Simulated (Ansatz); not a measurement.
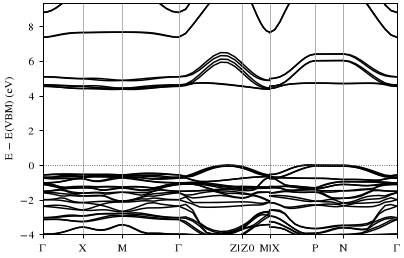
Band structure from LDA with spin–orbit coupling in the plane-wave PAW code Ansatz

The gap is 4.35 eV; an edge lies off the plotted path or next to a special point (maximum off the standard path, minimum off the standard path).

The material is WOF4 in space group I4 (No. 79; W on 2a, O on 2a, F on 8c).

The first step of the workflow began from a Materials Project structure, measured or hypothetical; the Crystallography Open Database copy checked does not list it. Whether it is the stable phase at ambient conditions was not checked. Symmetry was held in the LDA relaxation; its stability against distortions is not shown here. No spin polarisation was allowed. No Hubbard U is applied. A crystal of weakly bound chains computed without a dispersion correction: the cell and the soft elastic constants depend strongly on that.

Potentials: the later of the program's two PAW sets.
